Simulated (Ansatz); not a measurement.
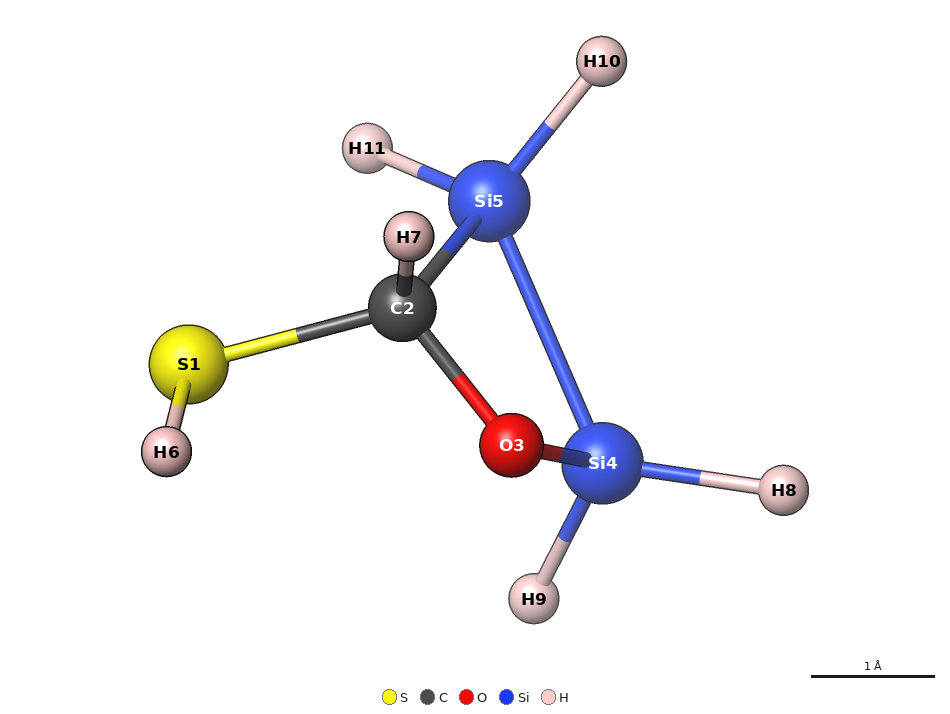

Orthographic view. Depth is shown by fading: the farther an atom, the more it takes the colour of the background. The computed structure is the end point of a PBE-D4/def2-SVP optimisation. No frequency run is at hand to confirm it as a minimum.

Write a MOL file (V2000) with the atoms in numerical order, bonds sorted by atom number with the orders drawn, and coordinates in the frame of the picture: x right, y up, z towards the viewer, origin at the mean position.

```
CH6OSSi2
                    3D

 11 11  0  0  0  0  0  0  0  0999 V2000
   -2.2100   -0.1800    0.4900 S   0  0  0  0  0  0  0  0  0  0  0  0
   -0.4700    0.2800    0.8200 C   0  0  1  0  0  0  0  0  0  0  0  0
    0.4200   -0.8400    0.9200 O   0  0  0  0  0  0  0  0  0  0  0  0
    1.1700   -0.9900   -0.6300 Si  0  0  0  0  0  4  0  0  0  0  0  0
    0.2400    1.1600   -0.7900 Si  0  0  0  0  0  4  0  0  0  0  0  0
   -2.4000   -0.8900    1.6500 H   0  0  0  0  0  0  0  0  0  0  0  0
   -0.4200    0.8700    1.7600 H   0  0  0  0  0  0  0  0  0  0  0  0
    2.6500   -1.2100   -0.4700 H   0  0  0  0  0  0  0  0  0  0  0  0
    0.6100   -2.0900   -1.4800 H   0  0  0  0  0  0  0  0  0  0  0  0
    1.1600    2.3000   -0.4400 H   0  0  0  0  0  0  0  0  0  0  0  0
   -0.7500    1.5900   -1.8300 H   0  0  0  0  0  0  0  0  0  0  0  0
  1  2  1  0
  1  6  1  0
  2  3  1  0
  2  5  1  0
  2  7  1  0
  3  4  1  0
  4  5  1  0
  4  8  1  0
  4  9  1  0
  5 10  1  0
  5 11  1  0
M  END
```
